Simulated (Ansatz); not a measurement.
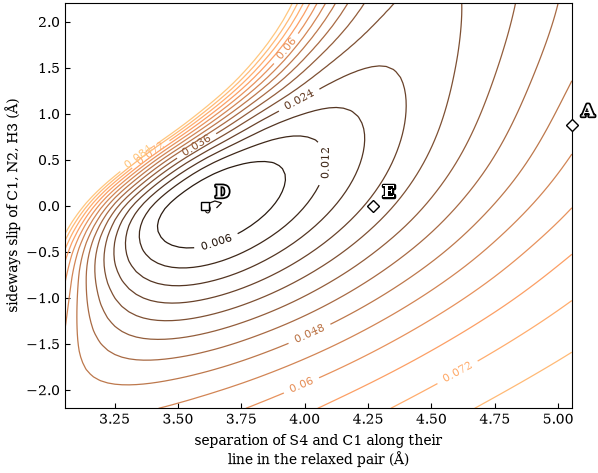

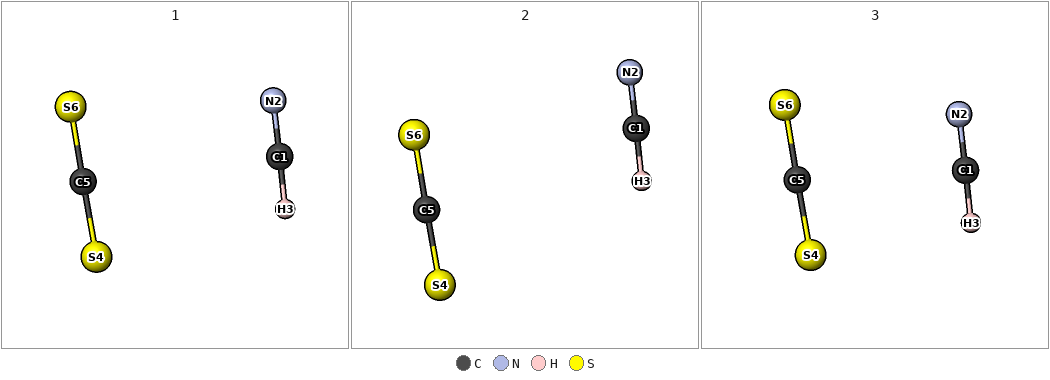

The pair CHN···CS₂. First axis: separation of S4 and C1 along their line in the relaxed pair. Second axis: sideways slip of C1, N2, H3. Nothing is relaxed (both partners rigid). Grid: 11 × 11 points. Points are written as (first, second). All energies are given in eV relative to the lowest grid point. Computed with Ansatz, RKS PBE0-D4/def2-SVPD.

In the figure: contour lines labelled in eV (none above 0.084), lettered points. Between grid points the surface is interpolated. The numbered pictures are the structures at these points, in random order.

Which structure belongs to which point?

A is structure 2: (5.054 Å, 0.88 Å), 0.051 eV; D is structure 3: (3.608 Å, 0.00 Å), 0.000 eV; E is structure 1: (4.268 Å, 0.00 Å), 0.026 eV.
